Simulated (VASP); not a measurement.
# SrIr2: structure and properties in VASP, part 4 of 5

What structure does SrIr2 take at this level, and what are its properties? The start is a cell from a database of measured crystal structures.

VASP 6.6.1; PBEsol; plane waves and PAW (Sr_sv, Ir).

So far. Step 5 (Band structure (PBEsol)): There is no gap at this level. Step 6 (Total and projected DOS (PBEsol)): The finer mesh and the other smearing move the Fermi level by +0.02 eV from the 5×5×5 run, a small shift, which tests the Fermi level alone. Of the states within 0.3 eV of the Fermi level, the largest shares in the PAW spheres are Ir d 85 % and Ir p 5 %. The rest lies in smaller channels or between the spheres. The relaxed cell has a = 7.649 Å (conventional setting).

The database entry behind the starting cell differs from later determinations by our own check (an axis about 1.2 % short against later determinations), so it need not match the best structure at ambient conditions.

## Step 7: Vibrations at Γ (PBEsol)

Zone-centre modes test whether the atoms sit at a minimum within this cell. IBRION = 8 takes the force constants from linear response, which needs tightly converged orbitals.

Contents of INCAR:

```
SYSTEM = SrIr2
PREC = Accurate
ENCUT = 400
EDIFF = 1E-08
NELM = 100
ISMEAR = 1
SIGMA = 0.2
LREAL = .FALSE.
ALGO = Normal
GGA = PS
NBANDS = 34
LASPH = .TRUE.
LORBIT = 11
LWAVE = .FALSE.
LCHARG = .FALSE.
KPAR = 4
IBRION = 8
ISIF = 2
```

Contents of POSCAR:

```
SrIr2
1.0
    0.0000000000      3.8247348053      3.8247348053
    3.8247348053      0.0000000000      3.8247348053
    3.8247348053      3.8247348053      0.0000000000
Sr Ir
2 4
Direct
    0.0000000000      0.0000000000      0.0000000000
    0.2500000000      0.2500000000      0.2500000000
    0.6250000000      0.6250000000      0.6250000000
    0.1250000000      0.6250000000      0.6250000000
    0.6250000000      0.6250000000      0.1250000000
    0.6250000000      0.1250000000      0.6250000000
```

Contents of KPOINTS:

```
Automatic mesh
0
Gamma
7 7 7
0 0 0
```

The projector-augmented-wave data sets are Sr_sv and Ir (PBE family, release 64).

Command:

```bash
mpirun -np 4 vasp_std
```

The program printed:

```text
[... set-up lines as in an earlier step ...]
 entering main loop
       N       E                     dE             d eps       ncg     rms          rms(c)
DAV:   1     0.475142997507E+03    0.47514E+03   -0.22165E+04  1360   0.131E+03
DAV:   2    -0.168883238910E+01   -0.47683E+03   -0.46508E+03  1370   0.435E+02
DAV:   3    -0.455997288264E+02   -0.43911E+02   -0.42494E+02  2122   0.108E+02
DAV:   4    -0.484430997766E+02   -0.28434E+01   -0.28144E+01  2104   0.260E+01
DAV:   5    -0.485173976986E+02   -0.74298E-01   -0.74174E-01  2032   0.334E+00    0.620E+01
DAV:   6    -0.447775509416E+02    0.37398E+01   -0.31105E+01  2040   0.318E+01    0.133E+01
DAV:   7    -0.444272503259E+02    0.35030E+00   -0.26369E+00  1956   0.988E+00    0.115E+01
DAV:   8    -0.443491568585E+02    0.78093E-01   -0.31502E-01  1818   0.271E+00    0.318E+00
DAV:   9    -0.443390089831E+02    0.10148E-01   -0.63930E-02  2078   0.164E+00    0.110E+00
DAV:  10    -0.443381008065E+02    0.90818E-03   -0.75389E-03  1932   0.449E-01    0.154E-01
DAV:  11    -0.443381598186E+02   -0.59012E-04   -0.36022E-04  2004   0.107E-01    0.890E-02
DAV:  12    -0.443381559546E+02    0.38640E-05   -0.62255E-05  1920   0.391E-02    0.111E-02
DAV:  13    -0.443381565741E+02   -0.61956E-06   -0.20395E-06  1858   0.101E-02    0.255E-03
DAV:  14    -0.443381565421E+02    0.32035E-07   -0.26728E-07  2050   0.239E-03    0.311E-03
DAV:  15    -0.443381563723E+02    0.16983E-06   -0.57606E-08  1608   0.128E-03    0.302E-04
DAV:  16    -0.443381563719E+02    0.37562E-09   -0.47938E-09   802   0.436E-04
   1 F= -.44338156E+02 E0= -.44334385E+02  d E =-.113149E-01
 Linear response reoptimize wavefunctions to high precision
DAV:   1    -0.443381563692E+02    0.27048E-08   -0.10907E-09   798   0.233E-04
DAV:   2    -0.443381563694E+02   -0.22919E-09   -0.42777E-10   794   0.141E-04
DAV:   3    -0.443381563693E+02    0.10550E-09   -0.20602E-10   792   0.922E-05
 Linear response DOF=           2
 Linear response progress:
  Degree of freedom:   1/  2
       N       E                     dE             d eps       ncg     rms          rms(c)
RMM:   1    -0.301774794050E+00   -0.30177E+00    0.79736E-01  7423   0.360E+00
RMM:   2    -0.300489065875E+00    0.12857E-02   -0.62226E-02  7628   0.908E-01    0.321E-01
RMM:   3    -0.301595614373E+00   -0.11065E-02   -0.53299E-03  8716   0.282E-01    0.246E-01
RMM:   4    -0.301673149427E+00   -0.77535E-04   -0.10176E-03  7510   0.171E-01    0.163E-01
RMM:   5    -0.301576572611E+00    0.96577E-04   -0.35450E-04  6495   0.121E-01    0.445E-02
RMM:   6    -0.301692623670E+00   -0.11605E-03   -0.16925E-04 10327   0.403E-02    0.159E-02
RMM:   7    -0.301732583648E+00   -0.39960E-04   -0.31753E-05 10824   0.177E-02    0.116E-02
RMM:   8    -0.301752547653E+00   -0.19964E-04   -0.82847E-06 11042   0.780E-03    0.282E-03
RMM:   9    -0.301742366125E+00    0.10182E-04   -0.23221E-06 11161   0.416E-03    0.171E-03
RMM:  10    -0.301739880692E+00    0.24854E-05   -0.78525E-07 11467   0.220E-03    0.635E-04
RMM:  11    -0.301736332458E+00    0.35482E-05   -0.18632E-06 11452   0.146E-03    0.440E-04
RMM:  12    -0.301735442422E+00    0.89004E-06   -0.40668E-07 11133   0.108E-03    0.802E-05
RMM:  13    -0.301735211427E+00    0.23099E-06   -0.33117E-07 11412   0.868E-04    0.476E-05
RMM:  14    -0.301735180076E+00    0.31351E-07    0.57141E-07 11332   0.754E-04    0.514E-05
RMM:  15    -0.301734953446E+00    0.22663E-06   -0.84469E-08 11281   0.682E-04    0.245E-05
RMM:  16    -0.301734706960E+00    0.24649E-06    0.12613E-07 11218   0.640E-04    0.465E-05
RMM:  17    -0.301734939010E+00   -0.23205E-06   -0.10524E-07 11271   0.610E-04    0.403E-05
RMM:  18    -0.301734819709E+00    0.11930E-06   -0.12629E-07 11354   0.591E-04    0.230E-05
RMM:  19    -0.301734804417E+00    0.15292E-07   -0.23184E-07 11351   0.580E-04    0.271E-05
RMM:  20    -0.301734792433E+00    0.11984E-07   -0.10358E-07 11358   0.572E-04    0.256E-05
RMM:  21    -0.301734801927E+00   -0.94943E-08   -0.14474E-07 11401   0.568E-04    0.313E-05
RMM:  22    -0.301734690189E+00    0.11174E-06   -0.15571E-07 11482   0.565E-04    0.108E-05
RMM:  23    -0.301734579368E+00    0.11082E-06   -0.14468E-07 11544   0.563E-04    0.130E-05
RMM:  24    -0.301734606463E+00   -0.27095E-07   -0.12143E-07 11553   0.561E-04    0.113E-05
RMM:  25    -0.301734603368E+00    0.30954E-08   -0.16019E-07 11530   0.560E-04    0.640E-06
RMM:  26    -0.301734590227E+00    0.13140E-07   -0.15255E-07 11573   0.560E-04    0.121E-05
RMM:  27    -0.301734603174E+00   -0.12946E-07   -0.17795E-07 11652   0.559E-04    0.542E-06
RMM:  28    -0.301734604374E+00   -0.12002E-08   -0.17210E-07 11663   0.559E-04    0.824E-06
RMM:  29    -0.301734623776E+00   -0.19402E-07   -0.19612E-07 11722   0.559E-04    0.159E-06
RMM:  30    -0.301734630917E+00   -0.71408E-08   -0.18459E-07 11673   0.558E-04    0.513E-06
[...]
RMM:  53    -0.301734617868E+00    0.65019E-09   -0.17350E-07 12036   0.558E-04    0.246E-06
RMM:  54    -0.301734618276E+00   -0.40760E-09   -0.13797E-07 12053   0.558E-04    0.310E-06
RMM:  55    -0.301734617933E+00    0.34285E-09   -0.18547E-07 12049   0.558E-04    0.232E-06
RMM:  56    -0.301734618132E+00   -0.19910E-09   -0.16372E-07 12077   0.558E-04    0.301E-06
RMM:  57    -0.301734617848E+00    0.28413E-09   -0.17888E-07 12067   0.558E-04    0.229E-06
RMM:  58    -0.301734616665E+00    0.11834E-08   -0.14698E-07 12086   0.558E-04    0.294E-06
RMM:  59    -0.301734616584E+00    0.80671E-10   -0.17857E-07 12072   0.558E-04    0.247E-06
RMM:  60    -0.301734616634E+00   -0.49812E-10   -0.14128E-07 12109   0.558E-04    0.287E-06
RMM:  61    -0.301734616811E+00   -0.17696E-09   -0.18688E-07 12100   0.558E-04    0.229E-06
RMM:  62    -0.301734616760E+00    0.50270E-10   -0.15497E-07 12115   0.558E-04    0.278E-06
RMM:  63    -0.301734617636E+00   -0.87578E-09   -0.18142E-07 12212   0.558E-04    0.225E-06
RMM:  64    -0.301734618668E+00   -0.10321E-08   -0.14310E-07 12121   0.558E-04    0.239E-06
 first order change of Fermi-energy  -0.56261E-04
 force on displaced ion       1 direction 1 :  -7.368  -0.000   0.000
 Linear response progress:
  Degree of freedom:   2/  2
       N       E                     dE             d eps       ncg     rms          rms(c)
RMM:   1    -0.207942043511E+00   -0.20794E+00   -0.20245E-01 11901   0.191E+00
RMM:   2    -0.200168616369E+00    0.77734E-02   -0.11659E-02  9876   0.587E-01    0.231E-01
RMM:   3    -0.200268079165E+00   -0.99463E-04   -0.94676E-04 11994   0.121E-01    0.136E-01
RMM:   4    -0.200470435762E+00   -0.20236E-03   -0.67178E-04 12363   0.995E-02    0.152E-02
RMM:   5    -0.200470366240E+00    0.69522E-07   -0.59870E-05 14138   0.289E-02    0.132E-02
RMM:   6    -0.200467531281E+00    0.28350E-05   -0.10609E-05 13569   0.147E-02    0.819E-03
RMM:   7    -0.200463607853E+00    0.39234E-05   -0.55392E-06 14369   0.923E-03    0.177E-03
RMM:   8    -0.200455736338E+00    0.78715E-05   -0.13897E-06 16501   0.343E-03    0.112E-03
RMM:   9    -0.200452331997E+00    0.34043E-05   -0.26651E-07 17029   0.160E-03    0.695E-04
RMM:  10    -0.200450882287E+00    0.14497E-05   -0.30914E-07 16938   0.896E-04    0.459E-04
RMM:  11    -0.200449058299E+00    0.18240E-05    0.54127E-07 16384   0.600E-04    0.115E-04
RMM:  12    -0.200449283989E+00   -0.22569E-06   -0.34241E-07 17660   0.447E-04    0.508E-05
RMM:  13    -0.200449322855E+00   -0.38866E-07   -0.13714E-07 18080   0.385E-04    0.190E-05
RMM:  14    -0.200449366250E+00   -0.43396E-07   -0.14104E-07 17893   0.364E-04    0.668E-06
RMM:  15    -0.200449371002E+00   -0.47520E-08   -0.14961E-07 17665   0.355E-04    0.508E-06
RMM:  16    -0.200449367389E+00    0.36136E-08   -0.11035E-07 17396   0.352E-04    0.211E-06
RMM:  17    -0.200449367125E+00    0.26353E-09   -0.18511E-07 17243   0.351E-04    0.840E-07
RMM:  18    -0.200449367369E+00   -0.24415E-09   -0.14370E-07 16772   0.351E-04    0.117E-06
RMM:  19    -0.200449367621E+00   -0.25148E-09   -0.17874E-07 16518   0.350E-04    0.839E-07
RMM:  20    -0.200449367305E+00    0.31603E-09   -0.17098E-07 16303   0.350E-04    0.631E-07
RMM:  21    -0.200449367532E+00   -0.22659E-09   -0.19446E-07 16279   0.350E-04    0.454E-07
RMM:  22    -0.200449367377E+00    0.15499E-09   -0.13466E-07 16301   0.350E-04    0.366E-07
RMM:  23    -0.200449367490E+00   -0.11311E-09   -0.17782E-07 16252   0.350E-04    0.357E-07
RMM:  24    -0.200449367629E+00   -0.13950E-09   -0.12667E-07 16310   0.350E-04    0.373E-07
RMM:  25    -0.200449367655E+00   -0.25433E-10   -0.19383E-07 16355   0.350E-04    0.390E-07
 first order change of Fermi-energy   0.10463E-02
 force on displaced ion       3 direction 1 :  -5.616  -0.717  -0.717
 Linear response finished
```

Run time: 7.3 min. Hardware: 4 MPI ranks of Intel Xeon Platinum 8375C at 2.90GHz (Ice Lake), shared host; peak memory 2.5 GiB; 29 min of CPU time.

From OUTCAR (step 7):

```text
   k-points           NKPTS =     20   k-points in BZ     NKDIM =     20   number of bands    NBANDS=     34

   NELECT =      56.0000    total number of electrons

  Total       -0.0713660     -0.0713660     -0.0713660      0.0000000      0.0000000      0.0000000
  in kB       -1.0218045     -1.0218045     -1.0218045      0.0000000      0.0000000      0.0000000
  external PRESSURE =      -1.0218045 kB  Pullay stress =       0.0000000 kB

 POSITION                                       TOTAL-FORCE (eV/Angst)
 -----------------------------------------------------------------------------------
      0.00000      0.00000      0.00000         0.000000     -0.000000      0.000000
      1.91237      1.91237      1.91237        -0.000000      0.000000     -0.000000
      4.78092      4.78092      4.78092         0.000000      0.000000     -0.000000
      4.78092      2.86855      2.86855         0.000000      0.000000     -0.000000
      2.86855      2.86855      4.78092         0.000000      0.000000     -0.000000
      2.86855      4.78092      2.86855         0.000000      0.000000     -0.000000
 -----------------------------------------------------------------------------------
    total drift:                                0.000000      0.000000      0.000000

 Eigenvectors and eigenvalues of the dynamical matrix
 ----------------------------------------------------

   1 f  =    5.890512 THz    37.011178 2PiTHz  196.486327 cm-1    24.361189 meV
             X         Y         Z           dx          dy          dz
      0.000000  0.000000  0.000000     0.000000   -0.000000   -0.000000
      1.912367  1.912367  1.912367     0.000000   -0.000000   -0.000000
      4.780919  4.780919  4.780919    -0.288675   -0.288675   -0.288675
      4.780919  2.868551  2.868551    -0.288675    0.288675    0.288675
      2.868551  2.868551  4.780919     0.288675    0.288675   -0.288675
      2.868551  4.780919  2.868551     0.288675   -0.288675    0.288675

   2 f  =    5.029620 THz    31.602036 2PiTHz  167.770074 cm-1    20.800829 meV
             X         Y         Z           dx          dy          dz
      0.000000  0.000000  0.000000    -0.502103   -0.496894    0.031446
      1.912367  1.912367  1.912367     0.502103    0.496894   -0.031446
      4.780919  4.780919  4.780919     0.000000   -0.000000    0.000000
      4.780919  2.868551  2.868551    -0.000000   -0.000000    0.000000
      2.868551  2.868551  4.780919     0.000000   -0.000000   -0.000000
      2.868551  4.780919  2.868551     0.000000   -0.000000    0.000000

   3 f  =    5.029620 THz    31.602036 2PiTHz  167.770074 cm-1    20.800829 meV
             X         Y         Z           dx          dy          dz
      0.000000  0.000000  0.000000     0.192188   -0.234627   -0.638760
      1.912367  1.912367  1.912367    -0.192188    0.234627    0.638760
      4.780919  4.780919  4.780919    -0.000000   -0.000000   -0.000000
      4.780919  2.868551  2.868551    -0.000000   -0.000000   -0.000000
      2.868551  2.868551  4.780919    -0.000000    0.000000    0.000000
      2.868551  4.780919  2.868551    -0.000000   -0.000000   -0.000000

   4 f  =    5.029620 THz    31.602036 2PiTHz  167.770074 cm-1    20.800829 meV
             X         Y         Z           dx          dy          dz
      0.000000  0.000000  0.000000    -0.459300    0.445024   -0.301657
      1.912367  1.912367  1.912367     0.459300   -0.445024    0.301657
      4.780919  4.780919  4.780919    -0.000000    0.000000    0.000000
      4.780919  2.868551  2.868551    -0.000000   -0.000000   -0.000000
      2.868551  2.868551  4.780919     0.000000    0.000000   -0.000000
      2.868551  4.780919  2.868551    -0.000000    0.000000   -0.000000

   5 f  =    4.663911 THz    29.304215 2PiTHz  155.571316 cm-1    19.288376 meV
             X         Y         Z           dx          dy          dz
      0.000000  0.000000  0.000000    -0.179351    0.342311    0.461473
      1.912367  1.912367  1.912367    -0.179351    0.342311    0.461473
[...]
1.912367  1.912367  1.912367     0.333630   -0.331542    0.375596
      4.780919  4.780919  4.780919    -0.104004    0.250265   -0.126356
      4.780919  2.868551  2.868551    -0.121194    0.120083   -0.256538
      2.868551  2.868551  4.780919    -0.250562    0.103707   -0.127170
      2.868551  4.780919  2.868551     0.025363   -0.026475    0.003012

   8 f  =    2.880954 THz    18.101569 2PiTHz   96.098287 cm-1    11.914664 meV
             X         Y         Z           dx          dy          dz
      0.000000  0.000000  0.000000    -0.000000   -0.000000   -0.000000
      1.912367  1.912367  1.912367     0.000000   -0.000000    0.000000
      4.780919  4.780919  4.780919     0.373385   -0.293283   -0.080102
      4.780919  2.868551  2.868551    -0.373385   -0.403399    0.030014
      2.868551  2.868551  4.780919    -0.323297    0.403399    0.080102
      2.868551  4.780919  2.868551     0.323297    0.293283   -0.030014

   9 f  =    2.880954 THz    18.101569 2PiTHz   96.098287 cm-1    11.914664 meV
             X         Y         Z           dx          dy          dz
      0.000000  0.000000  0.000000     0.000000   -0.000000    0.000000
      1.912367  1.912367  1.912367     0.000000   -0.000000    0.000000
      4.780919  4.780919  4.780919     0.263932   -0.281685    0.017753
      4.780919  2.868551  2.868551    -0.263932    0.234644   -0.498576
      2.868551  2.868551  4.780919     0.216891   -0.234644   -0.017753
      2.868551  4.780919  2.868551    -0.216891    0.281685    0.498576

  10 f  =    2.880954 THz    18.101569 2PiTHz   96.098287 cm-1    11.914664 meV
             X         Y         Z           dx          dy          dz
      0.000000  0.000000  0.000000     0.000000   -0.000000    0.000000
      1.912367  1.912367  1.912367    -0.000000   -0.000000   -0.000000
      4.780919  4.780919  4.780919     0.202296    0.290927   -0.493223
      4.780919  2.868551  2.868551    -0.202296   -0.179475   -0.022821
      2.868551  2.868551  4.780919     0.313747    0.179475    0.493223
      2.868551  4.780919  2.868551    -0.313747   -0.290927    0.022821

  11 f  =    1.839235 THz    11.556257 2PiTHz   61.350291 cm-1     7.606463 meV
             X         Y         Z           dx          dy          dz
      0.000000  0.000000  0.000000    -0.000000   -0.000000    0.000000
      1.912367  1.912367  1.912367    -0.000000   -0.000000    0.000000
      4.780919  4.780919  4.780919    -0.289472    0.394044   -0.104572
      4.780919  2.868551  2.868551    -0.289472   -0.394044    0.104572
      2.868551  2.868551  4.780919     0.289472   -0.394044   -0.104572
      2.868551  4.780919  2.868551     0.289472    0.394044    0.104572

  12 f  =    1.839235 THz    11.556257 2PiTHz   61.350291 cm-1     7.606463 meV
             X         Y         Z           dx          dy          dz
      0.000000  0.000000  0.000000    -0.000000    0.000000    0.000000
      1.912367  1.912367  1.912367    -0.000000    0.000000   -0.000000
      4.780919  4.780919  4.780919    -0.287876   -0.106752    0.394628
      4.780919  2.868551  2.868551    -0.287876    0.106752   -0.394628
      2.868551  2.868551  4.780919     0.287876    0.106752    0.394628
      2.868551  4.780919  2.868551     0.287876   -0.106752   -0.394628

  13 f  =    0.704887 THz     4.428938 2PiTHz   23.512512 cm-1     2.915179 meV
             X         Y         Z           dx          dy          dz
      0.000000  0.000000  0.000000    -0.166455    0.059426    0.121058
      1.912367  1.912367  1.912367    -0.166455    0.059426    0.121058
      4.780919  4.780919  4.780919    -0.227979    0.051756    0.128082
      4.780919  2.868551  2.868551     0.333910   -0.466457   -0.390131
      2.868551  2.868551  4.780919     0.148903    0.428638   -0.205123
      2.868551  4.780919  2.868551    -0.042972   -0.089575    0.313090
    [... 43 further lines ...]
      2.868551  2.868551  4.780919    -0.304784    0.329750   -0.015235
      2.868551  4.780919  2.868551    -0.308602    0.333129   -0.018615

 ELASTIC MODULI CONTR FROM IONIC RELAXATION (kBar)
 Direction    XX          YY          ZZ          XY          YZ          ZX
 --------------------------------------------------------------------------------
 XX          -0.0000     -0.0000     -0.0000     -0.0000     -0.0000      0.0000
 YY          -0.0000     -0.0000     -0.0000     -0.0000     -0.0000     -0.0000
 ZZ          -0.0000     -0.0000     -0.0000     -0.0000     -0.0000      0.0000
 XY          -0.0000     -0.0000     -0.0000     -0.3991     -0.0000      0.0000
 YZ          -0.0000     -0.0000     -0.0000     -0.0000     -0.3991     -0.0000
 ZX           0.0000     -0.0000      0.0000      0.0000     -0.0000     -0.3991
 --------------------------------------------------------------------------------

[... 8 parts as in an earlier step ...]

[... 2 further parts left out ...]
```

Energies printed during the response cycles are not total energies of the cell.

This step gave:

- bands: 34
- pressure of the cell: -0.1022 GPa
- largest force of the cell: 0 eV/Å
- Fermi energy: 6.046 eV

Modes at Γ, with each element's share of the kinetic energy:

```
mode  frequency (cm⁻¹)  symmetry  Sr %  Ir %
   1              -0.2  acoustic    18    82
   2              -0.2  acoustic    18    82
   3              -0.2  acoustic    18    82
   4              23.5       T1u     9    91
   5              23.5       T1u     9    91
   6              23.5       T1u     9    91
   7              61.4        Eu     0   100
   8              61.4        Eu     0   100
   9              96.1       T2u     0   100
  10              96.1       T2u     0   100
  11              96.1       T2u     0   100
  12             155.6       T1u    72    28
  13             155.6       T1u    72    28
  14             155.6       T1u    72    28
  15             167.8       T2g   100     0
  16             167.8       T2g   100     0
  17             167.8       T2g   100     0
  18             196.5       A2u     0   100
```

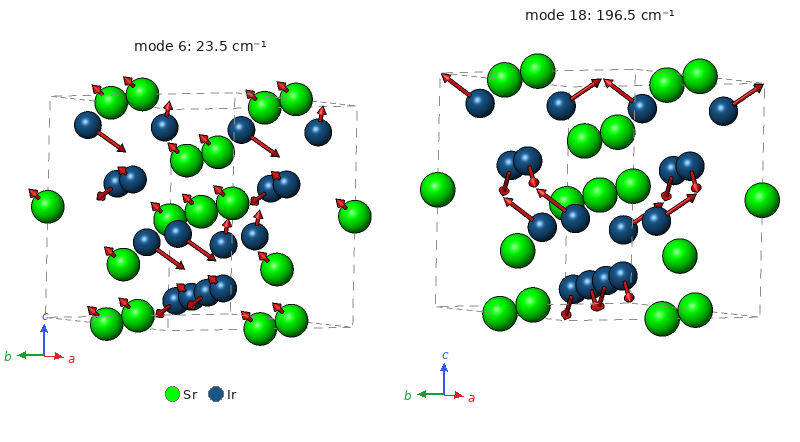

Displacement patterns of modes 6 and 18 at Γ; arrows are exaggerated. Some periodic images of atoms are drawn too.

The three acoustic modes lie within 0.2 cm⁻¹ of zero, and all others are real. By the characters of their eigenvectors the optical modes sort into (cm⁻¹) Raman active: T2g 168; infrared active: T1u 24, T1u 156; silent: Eu 61, T2u 96, A2u 196. With a centre of inversion no mode is active in both.

(Continued in part 5 of 5.)

[Lines on the potential files, build, host, timing and source positions are cut from VASP's logs without a mark.]

[Logs are printed without paths, hosts, clocks, repeated set-up lines and the standing remarks that a program may print on its own settings, such as how far it seeks lower states.]

[Hosts, paths, dates, database ids (printed as entryN), source tags and the programs' standing remarks are cut or masked in the printed files.]

[A measured line is paired with the nearest computed mode of its activity, which favours agreement.]
